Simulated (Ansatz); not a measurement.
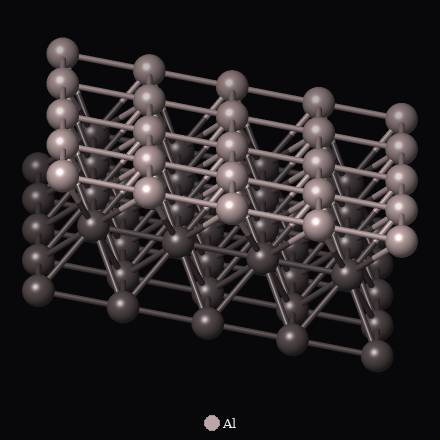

The system is Mg on an Al(100) slab cut from the Fm-3m phase, its upper half relaxed before the scan (12 atoms of substrate and one adsorbate in a 2 × 2 cell); the picture shows it without the atoms that are moved over the map. Mg is moved over the surface cell; relaxed at each place: the height of the adsorbate's atoms and the top layer of the substrate; the origin of the map has the adsorbate above Al9. Places are given modulo a cell vector. The map is drawn in real space over the plane of the surface. The grid has 6 × 6 points; 10 points were computed and 26 follow by symmetry. Places are given in fractions of the 1 × 1 surface cell. All energies are given in eV relative to the lowest grid point. Level of theory: DFT LDA, scalar-relativistic, plane waves, PAW in Ansatz 0.2.0. Settings: cutoff 420 eV, k-mesh 5×5×1, gaussian smearing 0.1 eV, no spin polarisation.

Range: position of Mg13 along the first surface vector from 0.000 to 0.833; position of Mg13 along the second surface vector from 0.000 to 0.833.

What will the energy surface look like?

The lowest grid point is at a fourfold hollow over a second-layer Al atom, (3/6, 3/6) of the cell vectors. It is the only kind of minimum in the scanned range. The highest grid point, the top site over a surface Al atom, (0/6, 0/6) of the cell vectors, lies 0.597 eV above the lowest. On the interpolated surface the easiest way out of the lowest well to its copy in the next cell or period passes a barrier of about 0.37 eV. At the lowest point the adsorbate has 4 Al at 2.82 Å as nearest neighbours, at the highest 1 Al at 2.64 Å. Its relaxed height above the top atom is 1.93 Å at the lowest and 2.39 Å at the highest point.

```
second ↓, first →    0/6    1/6    2/6    3/6    4/6    5/6
              5/6  0.538  0.475  0.347  0.283  0.347  0.475
              4/6  0.423  0.347  0.181  0.095  0.181  0.347
              3/6  0.369  0.283  0.095  0.000  0.095  0.283
              2/6  0.423  0.347  0.181  0.095  0.181  0.347
              1/6  0.538  0.475  0.347  0.283  0.347  0.475
              0/6  0.597  0.538  0.423  0.369  0.423  0.538
```

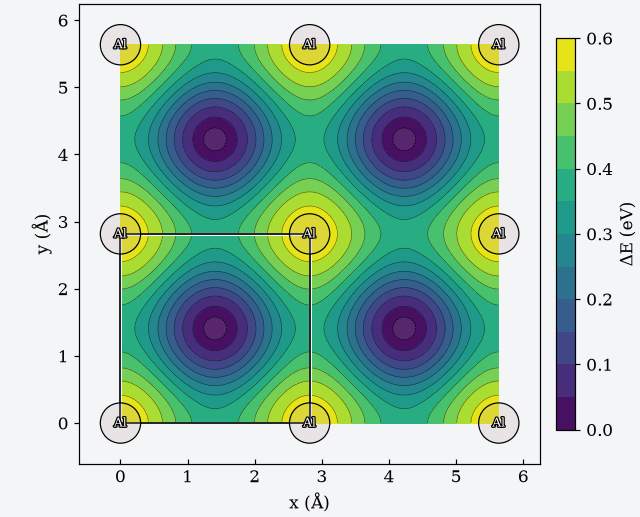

In the figure: filled contours, labelled circles for the atoms of the top layer and small ones for the second layer, the outline of one cell of the 2 × 2 shown. Between grid points the surface is interpolated.

The whole map (10 points run) took 15 min on 1 thread of Arm Neoverse V1, with other jobs on the host.

PAW datasets: the set soft_1.
